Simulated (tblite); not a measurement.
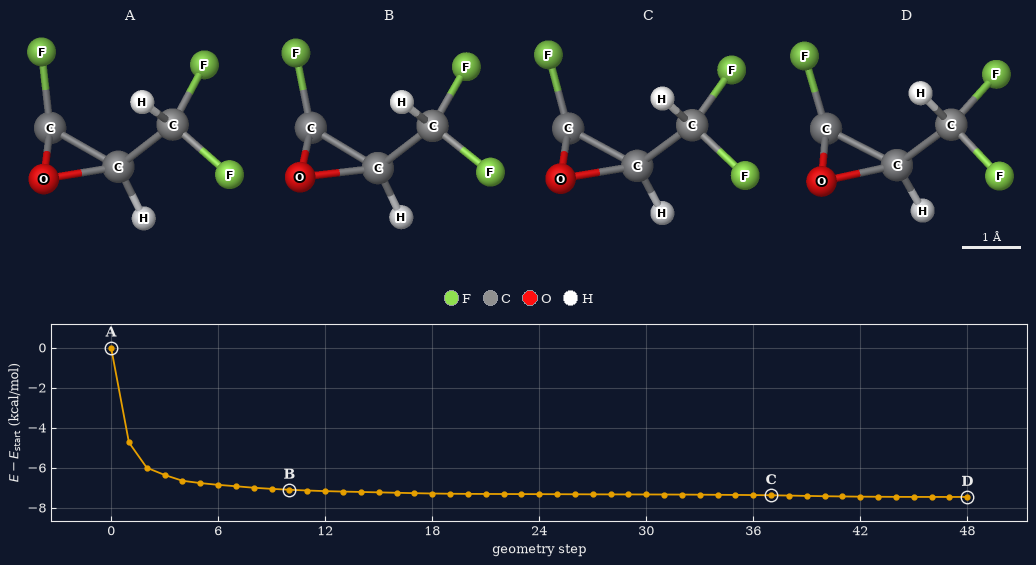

Frames of a relaxation of C3H2F3O (multiplicity 2), marked on the history of the run. Style: ball-and-stick. Shown at a tilt.

Method: GFN2-xTB geometry optimisation, gas phase in tblite. 

Q: Describe the path.

A: An F atom moves most after the best rigid fit: 0.31 Å. Largest moves by element: F 0.31 Å, H 0.21 Å, C 0.12 Å, O 0.04 Å. Among the contacts that change: C–O 1.414 → 1.345 Å, C–O 1.395 → 1.437 Å, C–C 1.494 → 1.456 Å, C–F 1.362 → 1.332 Å. Among the angles between lasting bonds that change: F–C–C 115.5° → 126.5°, F–C–O 115.1° → 120.6°, O–C–C 57.2° → 61.6°. The energy falls by 7.46 kcal/mol in 48 geometry steps. From step 0 to 10: an F atom moves most (0.11 Å), energy −7.10 kcal/mol. From step 10 to 37: an F atom moves most (0.12 Å), energy −0.27 kcal/mol. From step 37 to 48: F atoms move most (0.13 Å), energy −0.08 kcal/mol.

| step | E − E(0), kcal/mol |
| --- | --- |
| 0 | 0.00 |
| 1 | -4.74 |
| 2 | -6.00 |
| 3 | -6.36 |
| 4 | -6.65 |
| 5 | -6.77 |
| 6 | -6.85 |
| 7 | -6.93 |
| 8 | -7.00 |
| 9 | -7.06 |
| 10 | -7.10 |
| 12 | -7.17 |
| 14 | -7.21 |
| 16 | -7.25 |
| 18 | -7.29 |
| 20 | -7.31 |
| 22 | -7.31 |
| 24 | -7.32 |
| 26 | -7.33 |
| 28 | -7.33 |
| 30 | -7.34 |
| 32 | -7.34 |
| 34 | -7.35 |
| 36 | -7.37 |
| 38 | -7.39 |
| 40 | -7.42 |
| 42 | -7.45 |
| 44 | -7.46 |
| 46 | -7.46 |
| 48 | -7.46 |
